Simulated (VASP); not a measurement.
# A VASP study of SrGeC (BLYP): structure first, properties next

Aim: relax SrGeC, then compute properties on the relaxed cell. The steps: rough relaxation of the start cell, relaxing cell and atoms (BLYP), second relaxation, single point with fields (BLYP), band structure (BLYP) and density of states (BLYP). The cell is invented: it takes the structure of a Materials Project entry for SrSiGe (space group 187 there), with some of its atoms replaced by other elements, volume scaled by an estimate. It may not be a known or stable phase. The atoms of the start are displaced at random from the sites of a P-6m2 cell.

Program: VASP 6.6.1. Level of theory: BLYP; plane waves and PAW (Sr_sv, Ge_d, C); invented cell. Results are calculated unless marked as measured.

## (1) The structure

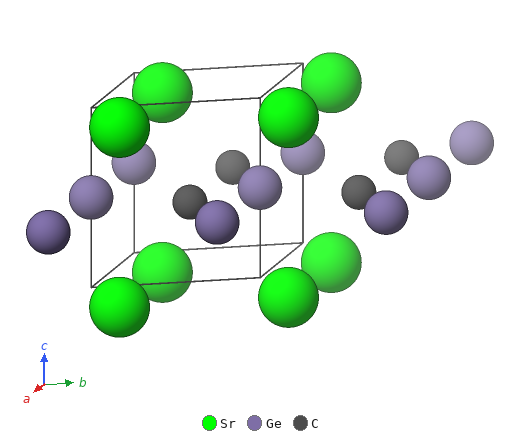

Start, viewed slightly off an axis; strontium green, germanium purple, carbon dark grey. 2×2×1 cells are drawn. Bonds to atoms that aren't drawn are left out. Some periodic images of atoms are drawn too.

## (2) Rough relaxation of the start cell

The start is only an estimate, so a cheap relaxation brings it near a minimum before any careful run. BLYP comes from molecular chemistry and underbinds dense solids.

The input, INCAR:

```
SYSTEM = SrGeC
PREC = Normal
ENCUT = 520
EDIFF = 1E-05
NELM = 60
ISMEAR = -1
SIGMA = 0.05
LREAL = .FALSE.
ALGO = Fast
GGA = B5
ALDAX = 1
AGGAX = 1
AGGAC = 1
ALDAC = 0
NBANDS = 20
LORBIT = 11
LWAVE = .FALSE.
LCHARG = .FALSE.
IBRION = 2
NSW = 40
ISIF = 3
EDIFFG = -0.04
```

The input, POSCAR:

```
SrGeC
1.0
    4.1939970000      0.0000000000      0.0000000000
   -2.0969990000      3.6321080000      0.0000000000
    0.0000000000      0.0000000000      4.3849260000
Sr Ge C
1 1 1
Direct
    0.6684290000      0.3369810000      0.0014670000
   -0.0050740000     -0.0024480000      0.5002140000
    0.3319100000      0.6682700000      0.5026590000
```

The input, KPOINTS:

```
Automatic mesh
0
Gamma
5 5 4
0 0 0
```

PAW data sets: Sr_sv, Ge_d and C (PBE family, release 64).

Command:

```sh
$ mpirun -np 1 vasp_std
```

Log:

```text
[banner, memory and clock lines left out]
running    1 mpi-ranks, on    1 nodes
 distrk:  each k-point on    1 cores,    1 groups
 distr:  one band on    1 cores,    1 groups

 POSCAR found type information on POSCAR SrGeC
 POSCAR found :  3 types and       3 ions
|                                                                             |
|               ----> ADVICE to this user running VASP <----                  |
|                                                                             |
|     You enforced a specific xc type in the INCAR file but a different       |
|     [... a line on the potential file left out ...]
|     I HOPE YOU KNOW WHAT YOU ARE DOING!                                     |
|                                                                             |

 LDA part: xc-table for (Slater(with rela. corr.)+VWN5), standard interpolation
 POSCAR, INCAR and KPOINTS ok, starting setup
 FFT: planning ... GRIDC
 FFT: planning ... GRID_SOFT
 FFT: planning ... GRID
 WAVECAR not read
 entering main loop
       N       E                     dE             d eps       ncg     rms          rms(c)
DAV:   1     0.222518925576E+03    0.22252E+03   -0.14234E+04  2380   0.250E+03
DAV:   2     0.174767312560E+02   -0.20504E+03   -0.19802E+03  2124   0.624E+02
DAV:   3    -0.105180241307E+02   -0.27995E+02   -0.27537E+02  2524   0.134E+02
DAV:   4    -0.127070918637E+02   -0.21891E+01   -0.21807E+01  3592   0.309E+01
DAV:   5    -0.127396155203E+02   -0.32524E-01   -0.32500E-01  2652   0.340E+00    0.132E+01
RMM:   6    -0.121033597787E+02    0.63626E+00   -0.29373E+00  2342   0.753E+00    0.115E+01
RMM:   7    -0.117775365223E+02    0.32582E+00   -0.33650E-01  2384   0.323E+00    0.728E+00
RMM:   8    -0.117952438067E+02   -0.17707E-01   -0.14899E-01  2432   0.221E+00    0.115E+00
RMM:   9    -0.117724716443E+02    0.22772E-01   -0.41249E-02  2603   0.101E+00    0.273E-01
RMM:  10    -0.117739014445E+02   -0.14298E-02   -0.13167E-02  2826   0.487E-01    0.269E-01
RMM:  11    -0.117742921006E+02   -0.39066E-03   -0.45858E-03  2530   0.266E-01    0.182E-01
RMM:  12    -0.117750001636E+02   -0.70806E-03   -0.28669E-03  2201   0.259E-01    0.171E-01
RMM:  13    -0.117748735716E+02    0.12659E-03   -0.29455E-03  2213   0.183E-01    0.115E-01
RMM:  14    -0.117750259409E+02   -0.15237E-03   -0.17023E-03  2270   0.158E-01    0.275E-02
RMM:  15    -0.117751408790E+02   -0.11494E-03   -0.12760E-03  2224   0.123E-01    0.238E-02
RMM:  16    -0.117752129536E+02   -0.72075E-04   -0.85510E-04  2138   0.103E-01    0.163E-02
RMM:  17    -0.117752934083E+02   -0.80455E-04   -0.81118E-04  1845   0.877E-02    0.255E-02
RMM:  18    -0.117753367926E+02   -0.43384E-04   -0.53134E-04  1917   0.824E-02    0.147E-02
RMM:  19    -0.117753909918E+02   -0.54199E-04   -0.57109E-04  1730   0.718E-02    0.165E-02
RMM:  20    -0.117754247190E+02   -0.33727E-04   -0.35648E-04  1640   0.663E-02    0.147E-02
RMM:  21    -0.117754607232E+02   -0.36004E-04   -0.38264E-04  1594   0.662E-02    0.186E-02
RMM:  22    -0.117754849796E+02   -0.24256E-04   -0.25497E-04  1575   0.621E-02    0.192E-02
RMM:  23    -0.117755104492E+02   -0.25470E-04   -0.26887E-04  1596   0.567E-02    0.228E-02
RMM:  24    -0.117755273568E+02   -0.16908E-04   -0.18172E-04  1552   0.530E-02    0.237E-02
RMM:  25    -0.117755441541E+02   -0.16797E-04   -0.18967E-04  1567   0.498E-02    0.224E-02
RMM:  26    -0.117755546048E+02   -0.10451E-04   -0.12948E-04  1576   0.442E-02    0.199E-02
RMM:  27    -0.117755653196E+02   -0.10715E-04   -0.12630E-04  1600   0.422E-02    0.192E-02
RMM:  28    -0.117755735470E+02   -0.82274E-05   -0.94545E-05  1549   0.400E-02
   1 F= -.11775574E+02 E0= -.11769162E+02  d E =-.117756E+02
 curvature:   0.00 expect dE= 0.000E+00 dE for cont linesearch  0.000E+00
 trial: gam= 0.00000 g(F)=  0.418E-03 g(S)=  0.349E+00 ort = 0.000E+00 (trialstep = 0.100E+01)
 search vector abs. value=  0.350E+00
 bond charge predicted
       N       E                     dE             d eps       ncg     rms          rms(c)
DAV:   1    -0.145694548810E+02   -0.27939E+01   -0.51797E+01  2316   0.802E+01    0.116E+01
RMM:   2    -0.126073588222E+02    0.19621E+01   -0.38080E+00  2326   0.214E+01    0.519E+00
RMM:   3    -0.120044941098E+02    0.60286E+00   -0.13777E+00  2275   0.105E+01    0.184E+00
RMM:   4    -0.119944858136E+02    0.10008E-01   -0.26114E-01  2567   0.464E+00    0.131E+00
RMM:   5    -0.119969815722E+02   -0.24958E-02   -0.96473E-02  2673   0.262E+00    0.435E-01
RMM:   6    -0.119984993334E+02   -0.15178E-02   -0.18238E-02  2806   0.123E+00    0.225E-01
RMM:   7    -0.119992661980E+02   -0.76686E-03   -0.69731E-03  3056   0.696E-01    0.132E-01
RMM:   8    -0.119994337345E+02   -0.16754E-03   -0.21917E-03  2976   0.416E-01    0.531E-02
RMM:   9    -0.119995646535E+02   -0.13092E-03   -0.12210E-03  3109   0.265E-01    0.188E-02
RMM:  10    -0.119996656171E+02   -0.10096E-03   -0.90010E-04  2801   0.189E-01    0.104E-02
RMM:  11    -0.119997391335E+02   -0.73516E-04   -0.66534E-04  2554   0.150E-01    0.342E-03
RMM:  12    -0.119997987346E+02   -0.59601E-04   -0.53834E-04  2498   0.134E-01    0.443E-03
RMM:  13    -0.119998477854E+02   -0.49051E-04   -0.43945E-04  2482   0.124E-01    0.157E-03
RMM:  14    -0.119998883764E+02   -0.40591E-04   -0.36889E-04  2470   0.115E-01    0.315E-03
RMM:  15    -0.119999225351E+02   -0.34159E-04   -0.30774E-04  2369   0.105E-01    0.429E-03
RMM:  16    -0.119999511363E+02   -0.28601E-04   -0.25871E-04  2375   0.979E-02    0.353E-03
RMM:  17    -0.119999777850E+02   -0.26649E-04   -0.24293E-04  2286   0.916E-02    0.357E-03
RMM:  18    -0.119999982627E+02   -0.20478E-04   -0.18451E-04  2221   0.851E-02    0.400E-03
   2 F= -.12000064E+02 E0= -.11990332E+02  d E =-.224491E+00
[...]
WARNING in EDDRMM: call to ZHEGV failed, returncode =   6  3     10
[...]
WARNING in EDDRMM: call to ZHEGV failed, returncode =   6  3     11
[... from here on, the cycles between the ionic steps are left out ...]
   3 F= -.12019860E+02 E0= -.12010255E+02  d E =-.244287E+00
[...]
WARNING in EDDRMM: call to ZHEGV failed, returncode =   6  3     14
   4 F= -.12020303E+02 E0= -.12011090E+02  d E =-.244730E+00
   5 F= -.12052276E+02 E0= -.12043827E+02  d E =-.319722E-01
[...]
WARNING in EDDRMM: call to ZHEGV failed, returncode =   8  4     12
   6 F= -.12054424E+02 E0= -.12045865E+02  d E =-.341201E-01
   7 F= -.12055267E+02 E0= -.12046819E+02  d E =-.349632E-01
[...]
WARNING in EDDRMM: call to ZHEGV failed, returncode =   8  4     14
   8 F= -.12055288E+02 E0= -.12046854E+02  d E =-.349843E-01
   9 F= -.12055266E+02 E0= -.12046840E+02  d E =-.349621E-01
 curvature:  -1.11 expect dE=-0.903E-03 dE for cont linesearch -0.642E-04
 ZBRENT: accuracy reached
 trial: gam=-0.05701 g(F)=  0.178E-03 g(S)=  0.636E-03 ort = 0.176E-02 (trialstep = 0.116E+01)
 search vector abs. value=  0.788E-03
 bond charge predicted
       N       E                     dE             d eps       ncg     rms          rms(c)
DAV:   1    -0.120616691376E+02   -0.63982E-02   -0.15447E-01  2612   0.509E+00    0.510E-01
RMM:   2    -0.120570184697E+02    0.46507E-02   -0.96778E-03  2307   0.106E+00    0.258E-01
RMM:   3    -0.120555197241E+02    0.14987E-02   -0.46376E-03  2285   0.678E-01    0.119E-01
RMM:   4    -0.120555262978E+02   -0.65738E-05   -0.78846E-04  2509   0.262E-01    0.516E-02
RMM:   5    -0.120555414239E+02   -0.15126E-04   -0.27856E-04  2744   0.125E-01    0.226E-02
RMM:   6    -0.120555454546E+02   -0.40307E-05   -0.42695E-05  1925   0.509E-02
  10 F= -.12055545E+02 E0= -.12047065E+02  d E =-.279937E-03
 trial-energy change:   -0.000280  1 .order   -0.000278   -0.000832    0.000276
 step:   0.8739(harm=  0.8739)  dis= 0.00086  next Energy=   -12.055578 (dE=-0.312E-03)
 reached required accuracy - stopping structural energy minimisation
```

Wall time 3.1 min (1 MPI rank of Intel Xeon Platinum 8375C at 2.90GHz (Ice Lake), shared host); peak memory 0.2 GiB.

Lines that name or quote the potential files are left out of all logs, and their timing lines are given in words.

From OUTCAR (step 2):

```text
ion  position               nearest neighbor table
   1  0.668  0.337  0.001-   2 3.25   2 3.25   3 3.25   2 3.26   3 3.26   3 3.27   2 3.27   3 3.27
                             3 3.27   3 3.28   2 3.28   2 3.29
   2  0.995  0.998  0.500-   3 2.41   3 2.42   3 2.44   1 3.25   1 3.25   1 3.26   1 3.27   1 3.28
                             1 3.29
   3  0.332  0.668  0.503-   2 2.41   2 2.42   2 2.44   1 3.25   1 3.26   1 3.27   1 3.27   1 3.27
                             1 3.28

  LATTYP: Found a hexagonal cell.
 ALAT       =     4.1939970000
 C/A-ratio  =     1.0455243530

 Subroutine GETGRP returns: Found  1 space group operations
 (whereof  1 operations were pure point group operations)

The static configuration has the point symmetry C_1 .

 Found     51 irreducible k-points:

   k-points           NKPTS =     51   k-points in BZ     NKDIM =     51   number of bands    NBANDS=     20

   dimension x,y,z NGX =    24 NGY =   24 NGZ =   24
   dimension x,y,z NGXF=    48 NGYF=   48 NGZF=   48

   ENCUT  =  520.0 eV  38.22 Ry    6.18 a.u.   7.80  7.80  8.15*2*pi/ulx,y,z

   NELECT =      28.0000    total number of electrons

 k-points in reciprocal lattice and weights: Automatic mesh
   0.00000000  0.00000000  0.00000000       0.010
   0.20000000  0.00000000  0.00000000       0.020
   0.00000000  0.20000000  0.00000000       0.020
  -0.20000000  0.20000000  0.00000000       0.020
   0.40000000  0.00000000  0.00000000       0.020
   0.00000000  0.40000000  0.00000000       0.020
  -0.40000000  0.40000000  0.00000000       0.020
   0.20000000  0.20000000  0.00000000       0.020
  -0.20000000  0.40000000  0.00000000       0.020
[...]
-0.20000000 -0.40000000  0.50000000       0.020
   0.40000000  0.40000000  0.50000000       0.020

 average (electrostatic) potential at core
       1 -36.6214       2 -74.0387       3 -50.1135

 E-fermi :   4.9878

 k-point     1 :       0.0000    0.0000    0.0000
  band No.  band energies     occupation
    ...
     10      -7.3714      2.00000
     11       2.1182      2.00000
     12       2.4405      2.00000
     13       2.8671      2.00000
     14       2.8827      2.00000
     15       5.1528      0.07109
     16       8.0422      0.00000
     17       8.1707      0.00000
     18       8.8376      0.00000
     19       9.7963      0.00000
    ...

 k-point     2 :       0.2000    0.0000    0.0000
  band No.  band energies     occupation
    ...
     10      -6.8850      2.00000
     11      -0.3753      2.00000
     12       2.4400      2.00000
     13       2.4912      2.00000
     14       4.5094      1.99986
     15       5.9447      0.00000
     16       7.6439      0.00000
     17       7.6659      0.00000
     18       8.8564      0.00000
     19       9.1072      0.00000
    ...

 k-point     3 :       0.0000    0.2000    0.0000
  band No.  band energies     occupation
    ...
     10      -6.9008      2.00000
     11      -0.3852      2.00000
     12       2.4819      2.00000
     13       2.4858      2.00000
     14       4.5651      1.99957
     15       5.9384      0.00000
     16       7.5972      0.00000
     17       7.6169      0.00000
     18       8.9238      0.00000
     19       9.0743      0.00000
    ...

  Total       -0.1171387     -0.0529657     -0.0297551     -0.0238274     -0.0003722     -0.0002033
  in kB       -3.1697431     -1.4332377     -0.8051654     -0.6447637     -0.0100728     -0.0055012
  external PRESSURE =      -1.8027154 kB  Pullay stress =       0.0000000 kB

  energy-cutoff  :      520.00
  volume of cell :       59.21
      direct lattice vectors                 reciprocal lattice vectors
     3.832322302 -0.015460996 -0.000010429     0.261542555  0.149755432  0.000001995
    -1.929554659  3.369898835  0.000000014     0.001199950  0.297431887  0.000001575
    -0.000021168 -0.000024249  4.595285455     0.000000594  0.000000339  0.217614338

 POSITION                                       TOTAL-FORCE (eV/Angst)
 -----------------------------------------------------------------------------------
      1.90906      1.12247      0.00462         0.012736      0.022644     -0.006277
      1.89280      3.35333      2.29955         0.003924      0.003069     -0.008691
     -0.01990      2.24257      2.31104        -0.016659     -0.025713      0.014968
 -----------------------------------------------------------------------------------
    total drift:                               -0.003279     -0.006546      0.003623

  FREE ENERGIE OF THE ION-ELECTRON SYSTEM (eV)
  ---------------------------------------------------
  free  energy   TOTEN  =       -12.0555454546 eV

  energy  without entropy=      -12.0385837604  energy(sigma->0) =      -12.04706461

 reached required accuracy - stopping structural energy minimisation

 total charge
# of ion       s       p       d       tot
------------------------------------------
    1        2.012   5.791   0.279   8.082
    2        1.163   1.129  10.051  12.343
    3        0.924   1.272   0.000   2.196
--------------------------------------------------
tot          4.099   8.193  10.330  22.621

[... 3 further parts left out ...]
```

CONTCAR:

```
SrGeC
   1.00000000000000
     3.8323223022915704   -0.0154609964281665   -0.0000104288907117
    -1.9295546587107772    3.3698988347347809    0.0000000143067339
    -0.0000211680138017   -0.0000242487145563    4.5952854549236717
  Sr              Ge              C
     1     1     1
Direct
     0.6673950476883552    0.3361481875161775    0.0010064265559856
     0.9972314542022641    0.9996627164371282    0.5004169630596097
     0.3306384981093842    0.6669920960466943    0.5029166103844038
```

The k-mesh is coarse for a metal. This relaxation is a rough one on cheap settings, only to bring the start near its minimum. The PAW data sets were made with PBE, which is usual practice but a small mismatch for other functionals. After so large a change of volume the plane waves of the start cell no longer fit, so the final stress carries a basis-set error.

Step by step:

```
step  energy less that of the first step (eV)  largest force (eV/Å)  pressure (GPa)  volume (Å³)
   1                                   0.0000                0.0713           -5.04        66.80
   2                                  -0.2245                0.0281           -0.52        60.18
   3                                  -0.2443                0.0289            1.30        57.98
   4                                  -0.2447                0.0309            1.80        57.56
   5                                  -0.2767                0.0418            0.76        58.54
   6                                  -0.2788                0.0533            0.01        59.15
   7                                  -0.2797                0.0512            0.10        58.96
   8                                  -0.2797                0.0496            0.11        58.92
   9                                  -0.2797                0.0492            0.31        58.90
  10                                  -0.2800                0.0341           -0.18        59.21
```

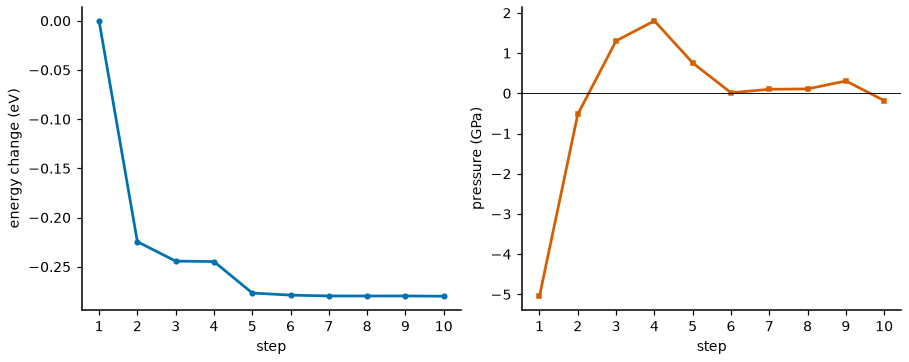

Energy and pressure along the relaxation.

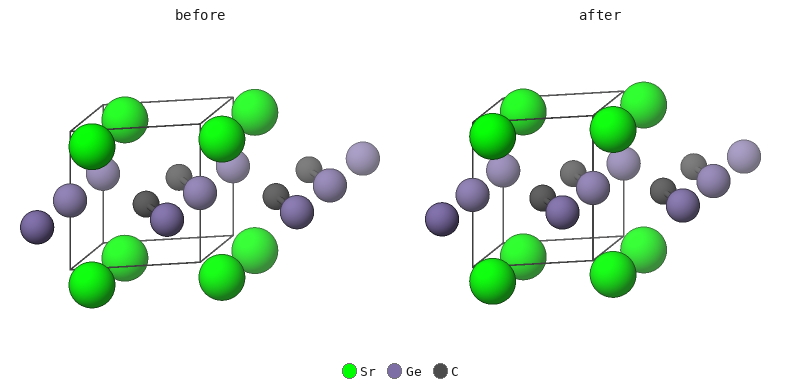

The structure before and after the relaxation, drawn at the same scale. Bonds to atoms that aren't drawn are left out.

```
     cell as run  before   after   change
           a (Å)   4.194   3.832   -8.6 %
           b (Å)   4.194   3.883   -7.4 %
           c (Å)   4.385   4.595   +4.8 %
           γ (°)  120.00  120.03   +0.0 %
volume (Å³/atom)   22.27   19.74  -11.4 %
```

Final coordinates:

```xyz
3
Lattice="3.8323 -0.0155 0.0000 -1.9296 3.3699 0.0000 0.0000 0.0000 4.5953" Properties=species:S:1:pos:R:3 pbc="T T T"
Sr    1.9091    1.1225    0.0046
Ge   -0.0100   -0.0011    2.2996
C    -0.0199    2.2426    2.3110
```

Numbers from this step:

* electrons: 28
* bands: 20
* irreducible k-points: 51
* symmetry operations: 1
* free energy (TOTEN): -12.06 eV
* energy at zero smearing: -12.05 eV
* Fermi energy: 4.988 eV
* pressure: -0.1803 GPa
* metallic: yes
* SCF cycles over all ionic steps: 126

It ends with a largest force of 0.034 eV/Å and a pressure of -0.18 GPa.

(Part 1 of 3 ends here.)

[Lines on the potential files, build, host, timing and source positions are cut from VASP's logs without a mark.]

[Logs are printed without paths, hosts, clocks, repeated set-up lines and the standing remarks that a program may print on its own settings, such as how far it seeks lower states.]

[Hosts, paths, dates, database ids (printed as entryN), source tags and the programs' standing remarks are cut or masked in the printed files.]

[A measured line is paired with the nearest computed mode of its activity, which favours agreement.]

[In band tables of VASP the shares of atoms and orbitals are scaled to a sum of 1 inside the atoms' spheres.]
